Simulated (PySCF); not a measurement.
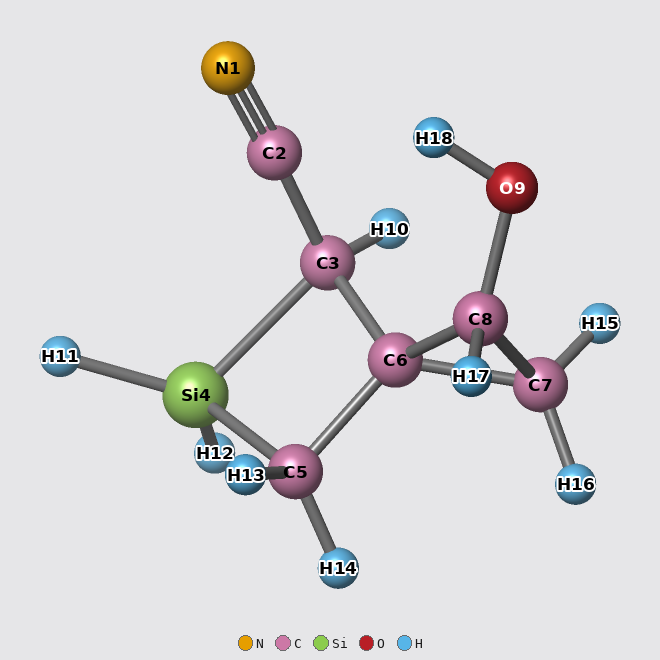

The geometry was computed by an optimisation with GFN2-xTB. No frequency run is at hand to confirm it as a minimum. Electric field gradients from the ground-state density, PBE0/pcSseg-1 (PySCF 2.14.0), non-relativistic apart from any core potentials.

Give the largest field-gradient component, the quadrupole coupling constant and the asymmetry for 14N at N1 (Q = 20.44 mb), 17O at O9 (Q = −25.6 mb), 2H at H10 (Q = 2.86 mb), 2H at H11 (Q = 2.86 mb), 2H at H12 (Q = 2.86 mb), 2H at H13 (Q = 2.86 mb).

```
atom  V_zz (a.u.)  e²qQ/h (MHz)     η
  N1       −0.909         −4.36  0.20
  O9       −1.884         11.34  0.98
 H10        0.309         0.208  0.06
 H11        0.165         0.111  0.01
 H12        0.164         0.110  0.01
 H13        0.314         0.211  0.03
```

The geometry is semi-empirical. Around Si such bond lengths and angles can be off by a tenth of an ångström or more and by several degrees, and values that hang on the shape move with them.
